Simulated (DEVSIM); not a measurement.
Structure: abrupt Si p-n junction, at 350 K.

```csv
layer (left to right),material,thickness (μm),Nd (cm⁻³),Na (cm⁻³),τn (s),τp (s)
1,Si,3.30,-,1.6e19,1.3e-7,1.3e-7
2,Si,130,1.7e15,-,1.3e-7,1.3e-7
```

Left contact: ohmic. Right contact: ohmic. Voltage is applied to the left contact. Recombination: SRH at mid-gap. Mobility is constant in doping.

This is a model device: material constants are rounded textbook-type values typed into the input, and sizes, dopings and lifetimes were drawn at random. Values at 300 K; Nc and Nv go as T^1.5, mobilities as T to minus their exponent, the gap by Varshni's rule with the affinity fixed.

```tsv
parameter	Si
gap (eV)	1.124
affinity (eV)	4.05
permittivity	11.7
Nc (cm⁻³)	2.86e19
Nv (cm⁻³)	3.1e19
μn (cm²/Vs)	1417
μp (cm²/Vs)	470
T exponent of μn	2.3
T exponent of μp	2.2
Varshni α (eV/K)	0.000473
Varshni β (K)	636
```

DEVSIM, 1D drift-diffusion, Boltzmann statistics, complete ionisation; no tunnelling, impact ionisation, image-force lowering or self-heating.

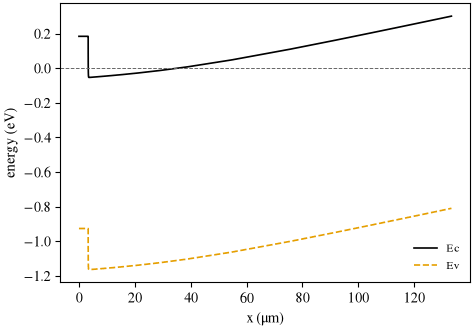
Figure: Band edges at 0.9 V on the left contact

Energies count from the Fermi level of the right contact; mesh points crowd at the junctions.

| x (μm) | Ec (eV) | Ev (eV) | n (cm⁻³) | p (cm⁻³) | field (V/cm) |
|---|---|---|---|---|---|
| 0.000 | 0.184 | -0.927 | 8900 | 1.6e19 | ≈ 0 |
| 0.04496 | 0.184 | -0.927 | 3.9e10 | 1.6e19 | ≈ 0 |
| 0.1729 | 0.184 | -0.927 | 1.5e11 | 1.6e19 | ≈ 0 |
| 0.5369 | 0.184 | -0.927 | 4.7e11 | 1.6e19 | ≈ 0 |
| 2.061 | 0.184 | -0.927 | 1.8e12 | 1.6e19 | ≈ 0 |
| 2.880 | 0.184 | -0.927 | 2.5e12 | 1.6e19 | ≈ 0 |
| 3.168 | 0.184 | -0.927 | 2.8e12 | 1.6e19 | ≈ 0 |
| 3.286 | 0.184 | -0.927 | 2.9e12 | 1.6e19 | ≈ 0 |
| 3.318 | 0.028 | -1.083 | 5.1e14 | 9.0e16 | -28000 |
| 3.399 | -0.045 | -1.156 | 5.7e15 | 8.0e15 | -2300 |
| 3.631 | -0.054 | -1.165 | 7.6e15 | 5.9e15 | ≈ 0 |
| 4.756 | -0.052 | -1.163 | 7.3e15 | 5.6e15 | 13 |
| 7.552 | -0.049 | -1.159 | 6.5e15 | 4.8e15 | 13 |
| 15.63 | -0.037 | -1.148 | 4.8e15 | 3.1e15 | 15 |
| 54.81 | 0.048 | -1.063 | 2.1e15 | 4.1e14 | 28 |
| 104.6 | 0.204 | -0.907 | 1.7e15 | 3.7e13 | 33 |
| 123.4 | 0.267 | -0.844 | 1.7e15 | 1.3e13 | 34 |
| 129.9 | 0.289 | -0.822 | 1.7e15 | 5.6e12 | 34 |
| 132.5 | 0.298 | -0.813 | 1.7e15 | 1.5e12 | 34 |
| 133.0 | 0.300 | -0.811 | 1.7e15 | 5.0e11 | 34 |
| 133.2 | 0.300 | -0.811 | 1.7e15 | 1.4e11 | 34 |
| 133.3 | 0.300 | -0.810 | 1.7e15 | 8.4e7 | 34 |
